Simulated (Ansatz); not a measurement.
**CdAu (Pm-3m): equation of state with a fit in Python**

Where is the equilibrium volume of CdAu (Pm-3m), and how stiff is it? Wanted for CdAu (Pm-3m): an equation of state with a fit.

Program: the Python package of Ansatz 0.2.0. Level of theory: DFT PBEsol, plane waves, PAW. These are calculated values, not measurements.

## 1. Starting point

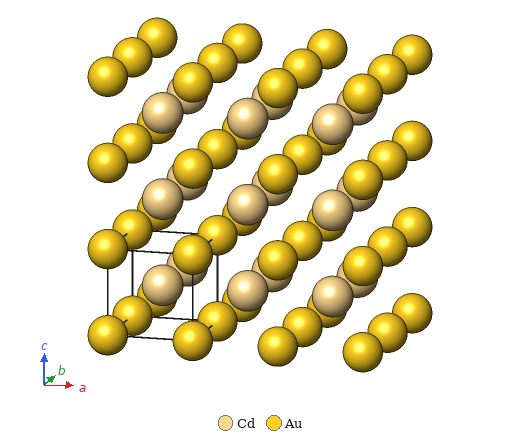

The starting structure, viewed slightly off an axis; cadmium orange, gold amber. 3×2×3 cells are drawn. Atoms on cell faces are repeated.

No structure file is read: the coordinates are typed or built in the script.

## 2. The script

The input, eos.py:

```python
'''Energy against volume for CdAu, with a fit.'''

import warnings

import ansatz as az
import numpy as np
from pymatgen.analysis.eos import EOS

VECTORS = np.array([
    [3.32, 0.0, 0.0],
    [0.0, 3.32, 0.0],
    [0.0, 0.0, 3.32],
])
SITES = [
    ('Cd', (0.5, 0.5, 0.5)),
    ('Au', (0.0, 0.0, 0.0)),
]


def crystal_on(cell):
    crystal = az.Crystal(lattice=az.Lattice.of(cell))
    for symbol, position in SITES:
        crystal = crystal.atom(symbol, position)
    return crystal

warnings.simplefilter('ignore', az.DeckWarning)

# scale the volume, keep shape and fractions
volumes, energies, pressures = [], [], []
for scale in np.linspace(0.9, 1.1, 9):
    cell = VECTORS * scale ** (1 / 3)
    calc = (
        crystal_on(cell).calculation()
        .functional(az.Functional.PBESOL)
        .occupations('Fermi-Dirac')
        .basis(500)
        .kpoints(7, 7, 7)
        .stress()
    )
    summary = calc.run().report
    volumes.append(abs(np.linalg.det(cell)) / len(SITES))
    energies.append(summary['free_energy_ev'] / len(SITES))
    pressures.append(np.trace(summary['stress_gpa']) / 3)
    print(f'V = {volumes[-1]:8.4f} A^3/atom  F = {energies[-1]:.5f} eV/atom  P = {pressures[-1]:8.3f} GPa')

for form in ['pourier_tarantola', 'birch_murnaghan', 'murnaghan']:
    fit = EOS(eos_name=form).fit(volumes, energies)
    print(f'{form:18s} V0 {fit.v0:8.4f} A^3/atom  B0 {fit.b0_GPa:7.1f} GPa  B1 {fit.b1:5.2f}')
```

## 3. What the engine is handed

The package turns the script's settings into the engine's input (first run):

```yaml
crystal:
  lattice:
    - [3.2054247568906904, 0.0, 0.0]
    - [0.0, 3.2054247568906904, 0.0]
    - [0.0, 0.0, 3.2054247568906904]
  atoms:
    - { symbol: Cd, position: [0.5, 0.5, 0.5] }
    - { symbol: Au, position: [0.0, 0.0, 0.0] }
basis:
  ecutwfc: 500.0
kpoints:
  mp_grid:
    grid: [7, 7, 7]
hamiltonian:
  xc: pbesol
scf:
  occupations:
    method: fermi_dirac
output:
  stress: true
```

## 4. Launch

Command:

```console
> python eos.py
```

The log of the run:

```text
V =  16.4675 A^3/atom  F = -10595.69413 eV/atom  P =   15.943 GPa
V =  16.9249 A^3/atom  F = -10595.73203 eV/atom  P =   10.751 GPa
V =  17.3823 A^3/atom  F = -10595.75626 eV/atom  P =    6.344 GPa
V =  17.8398 A^3/atom  F = -10595.76889 eV/atom  P =    2.607 GPa
V =  18.2972 A^3/atom  F = -10595.77169 eV/atom  P =   -0.561 GPa
V =  18.7546 A^3/atom  F = -10595.76616 eV/atom  P =   -3.239 GPa
V =  19.2120 A^3/atom  F = -10595.75359 eV/atom  P =   -5.496 GPa
V =  19.6695 A^3/atom  F = -10595.73512 eV/atom  P =   -7.389 GPa
V =  20.1269 A^3/atom  F = -10595.71170 eV/atom  P =   -8.966 GPa
pourier_tarantola  V0  18.2103 A^3/atom  B0   120.4 GPa  B1  5.66
birch_murnaghan    V0  18.2104 A^3/atom  B0   119.4 GPa  B1  5.67
murnaghan          V0  18.2109 A^3/atom  B0   118.5 GPa  B1  5.65
```

It took 13 s on 1 thread of Arm Neoverse V1, shared host; peak memory 0.46 GiB.

## 5. Inputs of later runs

The engine's inputs for some of the other runs:

Run 2, against run 1:

```diff
@@ -3,3 +3,3 @@
-    - [3.2054247568906904, 0.0, 0.0]
-    - [0.0, 3.2054247568906904, 0.0]
-    - [0.0, 0.0, 3.2054247568906904]
+    - [3.234833966221932, 0.0, 0.0]
+    - [0.0, 3.234833966221932, 0.0]
+    - [0.0, 0.0, 3.234833966221932]
```

Run 4, against run 1:

```diff
@@ -3,3 +3,3 @@
-    - [3.2054247568906904, 0.0, 0.0]
-    - [0.0, 3.2054247568906904, 0.0]
-    - [0.0, 0.0, 3.2054247568906904]
+    - [3.292099521250086, 0.0, 0.0]
+    - [0.0, 3.292099521250086, 0.0]
+    - [0.0, 0.0, 3.292099521250086]
```

Run 5, against run 1:

```diff
@@ -3,3 +3,3 @@
-    - [3.2054247568906904, 0.0, 0.0]
-    - [0.0, 3.2054247568906904, 0.0]
-    - [0.0, 0.0, 3.2054247568906904]
+    - [3.32, 0.0, 0.0]
+    - [0.0, 3.32, 0.0]
+    - [0.0, 0.0, 3.32]
```

## 6. The runs side by side

The 9 runs, in the order started:

| run | volume (Å³/atom) | energy from run 5 (meV/atom) | pressure (GPa) | SCF cycles | CPU time (s) |
| --- | --- | --- | --- | --- | --- |
| 1 | 16.467 | 77.56 | 15.94 | 6 | 1.1 |
| 2 | 16.925 | 39.66 | 10.75 | 6 | 0.93 |
| 3 | 17.382 | 15.43 | 6.34 | 6 | 0.95 |
| 4 | 17.840 | 2.79 | 2.61 | 6 | 1.1 |
| 5 | 18.297 | 0.00 | -0.56 | 6 | 1.1 |
| 6 | 18.755 | 5.53 | -3.24 | 6 | 1.2 |
| 7 | 19.212 | 18.09 | -5.50 | 6 | 1.2 |
| 8 | 19.669 | 36.57 | -7.39 | 6 | 1.3 |
| 9 | 20.127 | 59.99 | -8.97 | 6 | 1.2 |

Energies are free energies F = E - TS of the smeared occupations. 

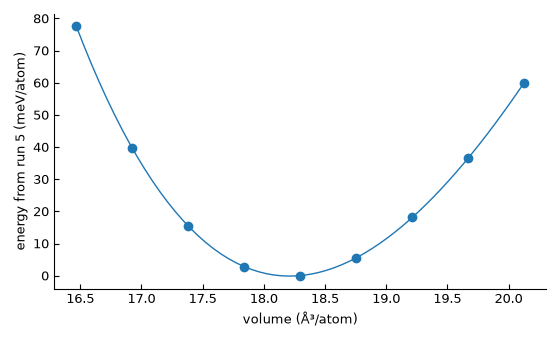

Energy against volume; the line is a third-order Birch-Murnaghan fit.

## 7. Summary of results

```
                      quantity           value
                 runs compared               9
               range of energy  77.56 meV/atom
lowest point, volume (Å³/atom)          18.297
      equilibrium volume (fit)   18.21 Å³/atom
            bulk modulus (fit)         119 GPa
```

**Reading.** A third-order Birch-Murnaghan fit through the 9 points has its minimum at 18.21 Å³ an atom, 0.5 % below the typed cell, with a bulk modulus of 119 GPa and dB/dP = 5.7. From that minimum the energy rises by 77.7 meV an atom on the compressed side and 60.1 meV on the expanded side. For a metal this k-point mesh is coarse: on a finer one energies can move by several to tens of meV an atom and pressures by half a GPa or more, differences at one mesh by less. Pressure is positive in compression. Spin-orbit coupling, which matters for elements this heavy, is left out.
